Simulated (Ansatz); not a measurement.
# Cu(100) film, 4 layers, adrow: surface scattering, part 2 of 2

Wanted: the relaxed structure and the transmission of Cu(100) film, 4 layers, adrow.

Ansatz 0.2.0; Ansatz plane-wave DFT, PBE, PAW files; relaxation of the atoms about the surface defect; PAW set soft_1 (the session's first sound run).

So far: Starting point; Relaxing about the defect.

## 2. Relaxing about the defect (continued)

Relaxation path:

```csv
step,energy less that of the first step (eV),largest force component (eV/Å)
1,0.0000,0.6756
2,-0.0543,0.4222
3,-0.0877,0.1016
4,-0.0903,0.0109
```

The run keeps the 4 symmetry operations that it works with, so distortions that break them were not tested.

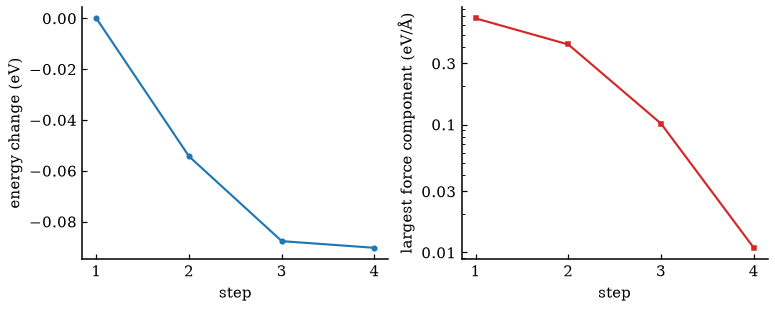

Energy and largest force along the relaxation.

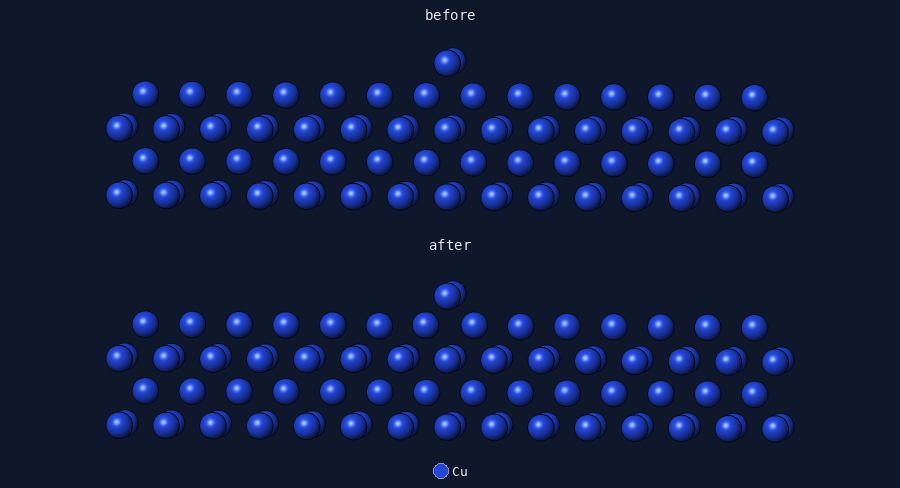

Before and after, at one scale.

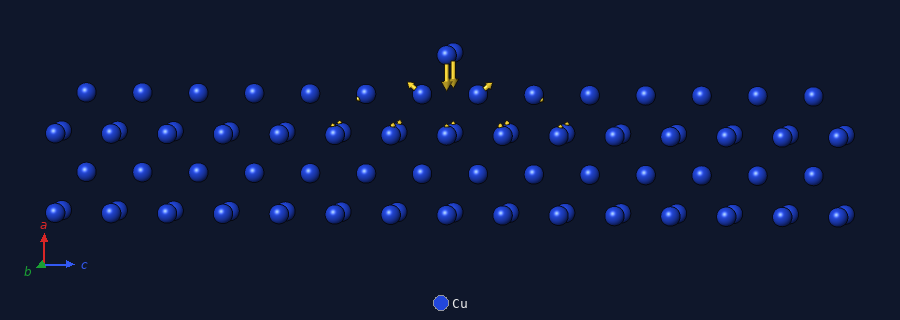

Displacements in the relaxation, exaggerated; the longest in the cell stands for 0.16 Å. Some periodic images of atoms are drawn too.

The atoms that moved most (Å):

```csv
atom,dx,dy,dz,length
Cu57,-0.165,0.000,0.000,0.165
Cu32,0.043,0.000,0.053,0.068
Cu28,0.043,0.000,-0.053,0.068
Cu27,0.031,0.000,0.007,0.032
Cu35,0.031,0.000,-0.007,0.032
Cu39,0.025,0.000,0.005,0.025
Cu23,0.025,0.000,-0.005,0.025
Cu36,-0.013,0.000,0.021,0.025
```

This step gave:

- free energy: -377618.4738 eV
- energy at zero smearing: -377618.1647 eV
- Fermi energy: 3.955 eV

The largest force component on a free atom ends at 0.011 eV/Å, under the tolerance of 0.03, after 4 steps.

## 3. Transmission along the film

The film far from the defect is the lead. The first vector holds vacuum and takes one k-point. Energies from -0.05 to 0.05 eV in steps of 0.05 eV are too few for the program's thermal sum, so it prints no conductance; for a metal the transmission near the Fermi level serves, at a fraction of the cost.

m

This step: Ansatz plane-wave DFT, PBE, PAW files; ballistic transport by layer matching (Landauer), zero bias; PAW set soft_1 (Ansatz 0.2.0).

input.yaml reads:

```yaml
crystal:
  lattice:
    - [18.22992, 0.0, 0.0]
    - [0.0, 2.5561627297, 0.0]
    - [0.0, 0.0, 35.7862782161]
  atoms:
    - { symbol: Cu, position: [0.2468469417, 0.0, 0.0] }
    - { symbol: Cu, position: [0.3459960329, 0.5, 0.0357142857] }
    - { symbol: Cu, position: [0.4451451241, 0.0, 0.0] }
    - { symbol: Cu, position: [0.5442942152, 0.5, 0.0357142857] }
    - { symbol: Cu, position: [0.2468469417, 0.0, 0.0714285714] }
    - { symbol: Cu, position: [0.3459960329, 0.5, 0.1071428571] }
    - { symbol: Cu, position: [0.4451451241, 0.0, 0.0714285714] }
    - { symbol: Cu, position: [0.5442942152, 0.5, 0.1071428571] }
    - { symbol: Cu, position: [0.2468469417, 0.0, 0.1428571429] }
    - { symbol: Cu, position: [0.3459960329, 0.5, 0.1785714286] }
    - { symbol: Cu, position: [0.4451451241, 0.0, 0.1428571429] }
    - { symbol: Cu, position: [0.5442942152, 0.5, 0.1785714286] }
    - { symbol: Cu, position: [0.2468469417, 0.0, 0.2142857143] }
    - { symbol: Cu, position: [0.3459960329, 0.5, 0.25] }
    - { symbol: Cu, position: [0.4451451241, 0.0, 0.2142857143] }
    - { symbol: Cu, position: [0.5442942152, 0.5, 0.25] }
    - { symbol: Cu, position: [0.2468469417, 0.0, 0.2857142857] }
    - { symbol: Cu, position: [0.3459960329, 0.5, 0.3214285714] }
    - { symbol: Cu, position: [0.4451451241, 0.0, 0.2857142857] }
    - { symbol: Cu, position: [0.5442942152, 0.5, 0.3214285714] }
    - { symbol: Cu, position: [0.2468469417, 0.0, 0.3571428571] }
    - { symbol: Cu, position: [0.3459960329, 0.5, 0.3928571429] }
    - { symbol: Cu, position: [0.446510127, 0.0, 0.3570078071] }
    - { symbol: Cu, position: [0.5435700478, 0.5, 0.3922793573] }
    - { symbol: Cu, position: [0.2468469417, 0.0, 0.4285714286] }
    - { symbol: Cu, position: [0.3459960329, 0.5, 0.4642857143] }
    - { symbol: Cu, position: [0.446851055, 0.0, 0.4287557651] }
    - { symbol: Cu, position: [0.5466761366, 0.5, 0.4628162543] }
    - { symbol: Cu, position: [0.2468469417, 0.0, 0.5] }
    - { symbol: Cu, position: [0.3459960329, 0.5, 0.5357142857] }
    - { symbol: Cu, position: [0.4464157813, 0.0, 0.5] }
    - { symbol: Cu, position: [0.5466761366, 0.5, 0.5371837457] }
    - { symbol: Cu, position: [0.2468469417, 0.0, 0.5714285714] }
    - { symbol: Cu, position: [0.3459960329, 0.5, 0.6071428571] }
    - { symbol: Cu, position: [0.446851055, 0.0, 0.5712442349] }
    - { symbol: Cu, position: [0.5435700478, 0.5, 0.6077206427] }
    - { symbol: Cu, position: [0.2468469417, 0.0, 0.6428571429] }
    - { symbol: Cu, position: [0.3459960329, 0.5, 0.6785714286] }
    - { symbol: Cu, position: [0.446510127, 0.0, 0.6429921929] }
    - { symbol: Cu, position: [0.5442942152, 0.5, 0.6785714286] }
    - { symbol: Cu, position: [0.2468469417, 0.0, 0.7142857143] }
    - { symbol: Cu, position: [0.3459960329, 0.5, 0.75] }
    - { symbol: Cu, position: [0.4451451241, 0.0, 0.7142857143] }
    - { symbol: Cu, position: [0.5442942152, 0.5, 0.75] }
    - { symbol: Cu, position: [0.2468469417, 0.0, 0.7857142857] }
    - { symbol: Cu, position: [0.3459960329, 0.5, 0.8214285714] }
    - { symbol: Cu, position: [0.4451451241, 0.0, 0.7857142857] }
    - { symbol: Cu, position: [0.5442942152, 0.5, 0.8214285714] }
    - { symbol: Cu, position: [0.2468469417, 0.0, 0.8571428571] }
    - { symbol: Cu, position: [0.3459960329, 0.5, 0.8928571429] }
    - { symbol: Cu, position: [0.4451451241, 0.0, 0.8571428571] }
    - { symbol: Cu, position: [0.5442942152, 0.5, 0.8928571429] }
    - { symbol: Cu, position: [0.2468469417, 0.0, 0.9285714286] }
    - { symbol: Cu, position: [0.3459960329, 0.5, 0.9642857143] }
    - { symbol: Cu, position: [0.4451451241, 0.0, 0.9285714286] }
    - { symbol: Cu, position: [0.5442942152, 0.5, 0.9642857143] }
    - { symbol: Cu, position: [0.6361100077, 0.0, 0.5] }
kpoints:
  mp_grid: { grid: [1, 12, 1] }
hamiltonian:
  xc: pbe
  pseudopotentials: { kind: paw, azcp: { folder: soft_1 } }
scf:
  occupations: { method: fermi_dirac, width: 0.1 }
output:
  transmission: { leads: [[0, 4]], kmesh: [1, 24], e_range: [-0.05, 0.05], de: 0.05 }
  write_potential: true
  write_density: true
  volumetric_format: npy
  elf: true
```

On the command line:

```sh
$ ansatz run input.yaml --threads 8 --pin off --max-ram 15360MiB --backend cpu --events-out ev --progress --plain --runs-dir out
```

Numbers of over 12 decimals in the logs are rounded to 6 here.

What it wrote:

```text
[...]
Crystal: 57 atoms, lattice volume = 1667.592 Å³
Basis set: ecut = 420 eV, 32651 PW (Γ)
Bands: 650, of which v1, the nominal top of the filled ones, is band 542 counted from 1 (541 counted from 0)
Symmetry: 4 space group operations
[...]
k-points: 7 of 12
[...]
SCF iter   1: F=—  HF=-377662.924367 eV  |F-HF|=—  |Δ(HF+E_count)|=         —  Δρ=1.57e-1  dr2=2.51e2  ethr=3.10e-3  ⟨swp⟩=6.4  Hψ=18141  notcnv=0  defer=227
[...]
SCF iter  15: F=-377618.281690 eV  HF=-377618.281690 eV  |F-HF|=1.40e-7  |Δ(HF+E_count)|=   1.26e-7  Δρ=1.26e-6  dr2=2.98e-8  ethr=9.23e-12  ⟨swp⟩=3.9  Hψ=10093  notcnv=0
SCF 1 converged in 15 iterations: F = -377618.281690 eV  dr2 = 2.98e-8
[...]
transmission: 96 of 793 steps passed
transmission: 168 of 793 steps passed
[...]
transmission: 793 of 793 steps passed
WARN: The output density's exchange-correlation potential varies sharply where the density is thin. Do not read a vacuum level from v_tot or v_xc, or from such a field of the output density. On a cell that repeats whose density bears no net charge and no dipole along the vacuum's axis use v_es (v_loc + v_h of the components); under efield.dipole_correction with no amplitude use v_es + v_field, which holds any externa [...]
SCF converged after 15 iterations
Free energy (F): -377618.281690 eV
[...]
Internal energy: -377617.545719 eV  (E = F + TS)
E sigma→0 (E₀):  -377617.913705 eV
Entropy (-TS):   -0.735971 eV (-12.912 meV/atom)
Fermi energy:    3.942092 eV
[...]
--- Band table (eV; the first three rows and the last of 7) ---
  k-point 0: bands = [... 538 lower, 2.5940, 2.6066, 2.6208, 2.6941, 2.7517, 2.7742, 2.8749, 2.8819, ... 104 higher]
  k-point 1: bands = [... 538 lower, 2.6005, 2.6314, 2.8296, 2.9269, 2.9439, 2.9559, 3.0846, 3.1263, ... 104 higher]
  k-point 2: bands = [... 538 lower, 2.9900, 2.9994, 3.1224, 3.1295, 3.2579, 3.3601, 3.6068, 3.7852, ... 104 higher]
  k-point 6: bands = [... 538 lower, 4.9282, 4.9287, 4.9309, 5.2046, 5.4184, 5.4357, 5.4704, 5.4841, ... 104 higher]
--- Transmission ---
  basis      : 413 plane waves across, 61 finite elements along
  points     : 13, standing for a mesh of 1 x 24
  energies   : 3 from -0.050000 to 0.050000 eV about the Fermi level, 0.050000 eV apart; the leads are filled to 0.000000 eV, and channels, transmission and decay are at 0.000000 eV
  crystal 0  : Cu4, at the sites [0, 4], period 2.5562 Å, over 24.28 Å; its Hamiltonian steps by up to 1.7 meV
    offset         : up to 0.0000 Å between an atom of the period and one for which it stands
    channels       : 2.750000e0 a spin
    conductance    : none, the energies end too early or step too widely for 300 K: set another output.transmission.e_range or a lower de, or, where they end at an eighth of basis.ecutwfc, a higher one
  junction   : crystal 0 to crystal 0, 0.64 to 33.87 Å
    transmission   : 2.131956e0 a spin
[...]
```

It took 33 min on 8 threads of Arm Neoverse N1, shared host; peak memory 9.6 GiB; 3.2 h of CPU time.

The column dr2 measures how far the density is from self-consistency, as an energy; F and HF (Harris–Foulkes) agree once it is small.

This step gave:

| Quantity | Value |
| --- | --- |
| free energy | -377618.2817 eV |
| energy at zero smearing | -377617.9137 eV |
| Fermi energy | 3.942 eV |
| cell area | 46.60 Å² |
| transmission per spin nearest the Fermi level | 2.132 |
| open channels per spin nearest the Fermi level | 2.75 |
| step of the lead's potential | 1.7 meV |

Per spin. Table of transmission, zone mean by energy, zero at the Fermi level:

```csv
energy (eV),"transmission, zone mean"
-0.0500,1.98
0.0000,2.13
0.0500,2.34
```

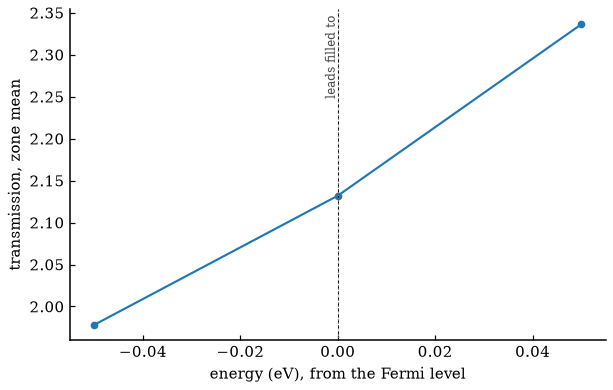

Transmission, zone mean against energy.

Per spin. Table of open channels, zone mean, lead by energy, zero at the Fermi level:

```csv
energy (eV),"open channels, zone mean, lead"
-0.0500,2.58
0.0000,2.75
0.0500,2.92
```

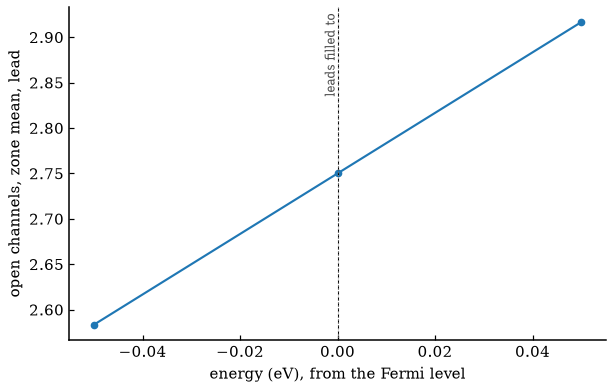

Open channels, zone mean, lead against energy.

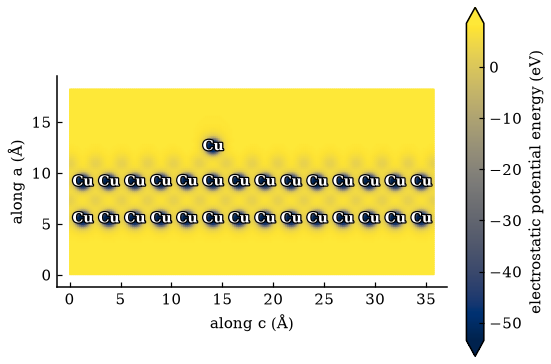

Electrostatic potential energy in the ca plane at fractional y = 0.000, with atoms of Cu within 0.2 Å of it. With pseudopotentials it is smooth inside the atoms' cores, unlike the true potential. The map starts off the cell's origin, so that atoms lie inside it.

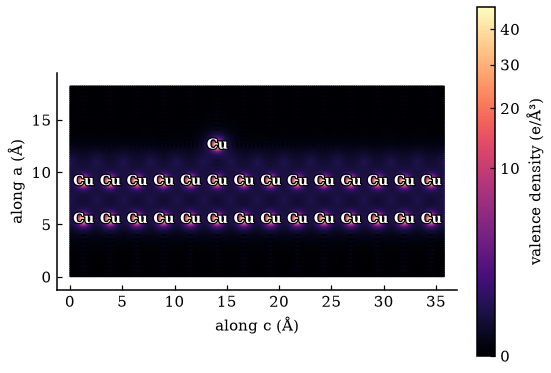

Valence density in the ca plane at fractional y = 0.000, with atoms of Cu within 0.2 Å of it. It is the smooth field of the valence electrons, not physical close to the nuclei. The map starts off the cell's origin, so that atoms lie inside it. The colour scale is stretched toward low values.

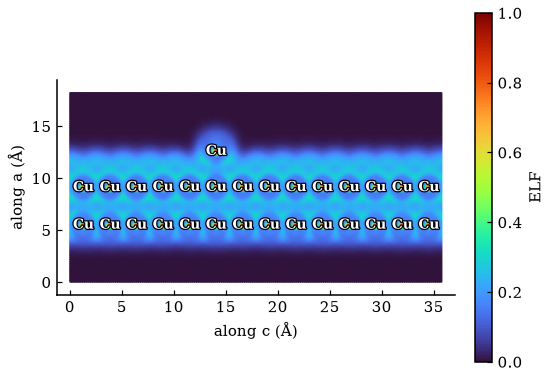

ELF in the ca plane at fractional y = 0.000, with atoms of Cu within 0.2 Å of it. It is the smooth field of the valence electrons, not physical close to the nuclei. The map starts off the cell's origin, so that atoms lie inside it.

Over the solved energies the transmission per spin lies between 1.98 and 2.34, out of 2.75 channels of the lead on average (up to 2.92).

## 4. Share that passes

e

This step: Ansatz plane-wave DFT, PBE, PAW files; ballistic transport by layer matching (Landauer), zero bias; share of the film's channels that pass the defect (the area holds the vacuum); PAW set soft_1 (Ansatz 0.2.0).

Numbers from this step:

| Quantity | Value |
| --- | --- |
| T over the leads' mean channel count | 0.7814 |

Averaged over the energies near the Fermi level, 78.1 % of the channels pass.

## 5. Results

```json
{
  "share of the film's channels that pass": "0.781"
}
```

**Reading.** 78 % of the film's channels pass the defect. The film is 4 layers thick, so the defect disturbs a good part of its section. It runs straight across the current without end, so the wavevector along it is kept. Only atoms near the defect are relaxed, while the rest of the face keeps bulk spacings, so part of the reflection may come from that relaxed patch.

[Logs are printed without paths, hosts, clocks, repeated set-up lines and the standing remarks that a program may print on its own settings, such as how far it seeks lower states.]

[Hosts, paths, dates, database ids (printed as entryN), source tags and the programs' standing remarks are cut or masked in the printed files.]
